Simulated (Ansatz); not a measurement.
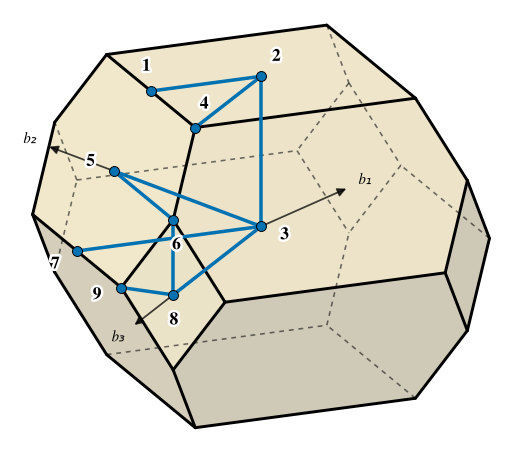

For Ga4Sb3P, the geometry relaxed with DFT, PBE, plane waves, PAW in Ansatz 0.2.0; the starting structure was generated, so it need not be a known form of this composition: the first Brillouin zone of a body-centred tetragonal lattice (tI; extended symbol tI2) is drawn with its special points numbered. The drawing is computed from the coordinates (standard cell, symmetry found to 0.002 Å).

a = 6.036 Å, b = 6.036 Å, c = 12.033 Å, α = 90.00°, β = 90.00°, γ = 90.00°.

Labels and path follow the convention of Hinuma et al. (2017), as computed by seekpath; the arrows show the directions of the reciprocal primitive vectors b₁, b₂, b₃, in which coordinates are given.

Which special point is each number?

```
no.  label             coordinates
  1      S  (0.313, 0.687, −0.313)
  2      M        (1/2, 1/2, −1/2)
  3      Γ               (0, 0, 0)
  4      G      (1/2, 1/2, −0.126)
  5      N             (0, 1/2, 0)
  6      P         (1/4, 1/4, 1/4)
  7     S₀  (−0.313, 0.313, 0.313)
  8      X             (0, 0, 1/2)
  9      R    (−0.126, 0.126, 1/2)
```
